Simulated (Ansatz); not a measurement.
The calculation's input:

```
crystal:
  periodic: [false, false, false]
  atoms:
    - { symbol: Cl, position_ang: [0.623676, -1.758415, -1.555435] }
    - { symbol: Si, position_ang: [0.159153, -0.224231, -0.203776] }
    - { symbol: H, position_ang: [-1.252404, -0.496697, -0.152605] }
    - { symbol: H, position_ang: [0.493814, 1.080824, -0.776431] }
    - { symbol: H, position_ang: [-0.877224, 1.833796, 1.620274] }
    - { symbol: H, position_ang: [0.852986, -0.435277, 1.067972] }
magnetization:
  spin_polarized: true
  initial_magnetization: 1
basis:
  gaussian: { orbitals: def2-mTZVP }
hamiltonian:
  xc: { name: BHLYP }
  dispersion: d4
relax:
  f_tol: 0.03
  max_steps: 50
output:
  orbitals: {}
```

Command:

```sh
ansatz run input.yaml --threads 2 --pin off --max-ram 3072MiB --backend cpu --events-out ev --progress --plain --runs-dir out
```

The fields are those of the run's last geometry, not of the input's.

Computed with Ansatz, UKS BHLYP-D4/def2-mTZVP.

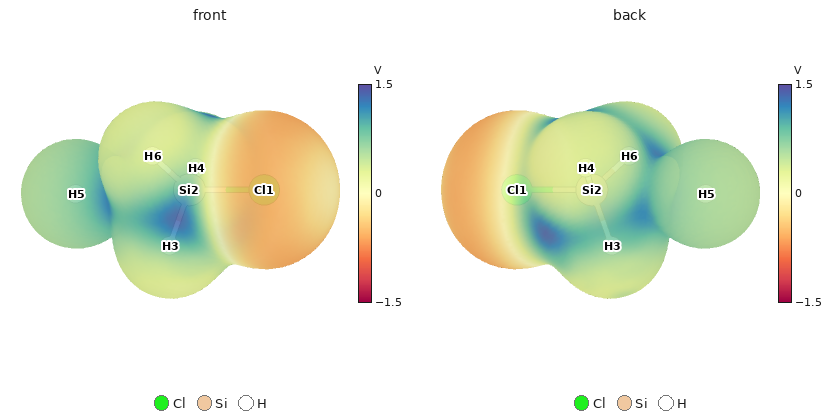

ClH3Si···H (doublet). The electrostatic potential painted on the density surface at 0.002 e/bohr³, seen from the front and from behind; the colour scale runs from red (negative) to blue (positive).

Question: Which sites attract a positive test charge, and which a negative one?

Answer: A positive charge is drawn to the negative regions and a negative charge to the positive ones. The most negative region (about −0.6 V) lies over Cl1, the most positive (about +1.3 V) over Si2.
